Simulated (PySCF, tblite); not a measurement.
# C₅H₂ClFO₂: geometry, infrared bands and NMR shifts

What infrared bands and NMR shifts should C₅H₂ClFO₂ (`O=C(Cl)c1ccc(F)o1`) show?

The runs use tblite 0.8.0 and PySCF 2.14.0, with density-fitted response routines of our own; the level of theory stands in each step. All values are computed, except where a source is named. Atoms count from 0, in the outputs and in this text.

## 1. The molecule as given

11 atoms, charge 0, multiplicity 1; geometry from: force field or distance geometry start.

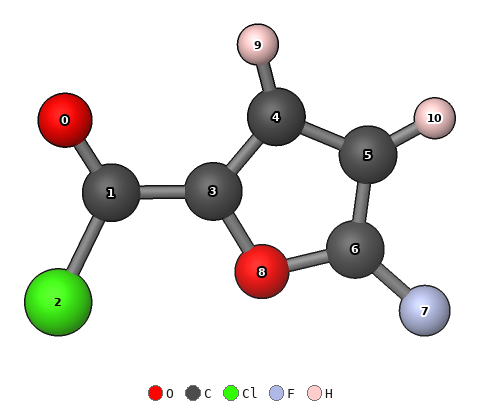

The starting geometry (oxygen red, carbon dark grey, chlorine green, fluorine light blue, hydrogen pink), atoms numbered.

## 2. Relaxing the molecule with GFN2-xTB

The job: settings as JSON, then the geometry in Å.

```
{"job": {"kind": "relax", "xc": "GFN2-xTB", "basis": "xTB"}, "charge": 0, "multiplicity": 1}
O      2.761800    -0.668200     0.636800
C      2.040800     0.262300     0.230700
Cl     2.674800     1.842800    -0.150500
C      0.611200     0.102200     0.056700
C     -0.200100    -1.009900     0.286500
C     -1.524000    -0.617700    -0.052400
C     -1.439000     0.699500    -0.447800
F     -2.475600     1.445400    -0.834200
O     -0.152600     1.135600    -0.378000
H      0.131600    -1.976800     0.635800
H     -2.423600    -1.212600    -0.009600
```

On the command line:

```
$ OMP_NUM_THREADS=1 python probes_run.py task.json out
```

This one command runs all jobs of the session in turn.

**Question.** This job is followed by: GFN2-xTB harmonic vibrations, gas phase; GIAO PBE0/pcSseg-1 NMR shielding, non-relativistic, gas phase. Predict these results of the whole session: strongest single infrared mode (GFN2-xTB); zero-point energy (GFN2-xTB); 13C shifts against TMS (PBE0/pcSseg-1); 1H shifts against TMS (PBE0/pcSseg-1); 17O shifts against H2O (PBE0/pcSseg-1); 35Cl shifts against HCl (PBE0/pcSseg-1); 19F shifts against CFCl3 (PBE0/pcSseg-1).

As calculated:

| quantity | value |
| --- | --- |
| strongest single infrared mode (GFN2-xTB) | 1785 cm⁻¹, 437 km/mol |
| zero-point energy (GFN2-xTB) | 38.0 kcal/mol |
| 13C shifts against TMS (PBE0/pcSseg-1) | 170.2, 162.9, 141.3, 132.0, 96.5 ppm |
| 1H shifts against TMS (PBE0/pcSseg-1) | 7.72, 6.09 ppm |
| 17O shifts against H2O (PBE0/pcSseg-1) | 529.5, 294.7 ppm |
| 35Cl shifts against HCl (PBE0/pcSseg-1) | 421 ppm |
| 19F shifts against CFCl3 (PBE0/pcSseg-1) | -101.2 ppm |

In words: Over 24 steps the energy fell by 0.243 eV; of the close pairs, O0–C1 changed most, 1.245 to 1.192 Å. All 27 modes are real, so the xTB geometry is a minimum. The strongest single mode, at 1785 cm⁻¹, moves mainly C1 and O0. Unscaled tight-binding wavenumbers are off by several per cent, some by more. Its intensities can rank the bands wrongly. NICS(1)zz of -22 ppm above the planar ring from C3 marks a diatropic (aromatic) ring current.
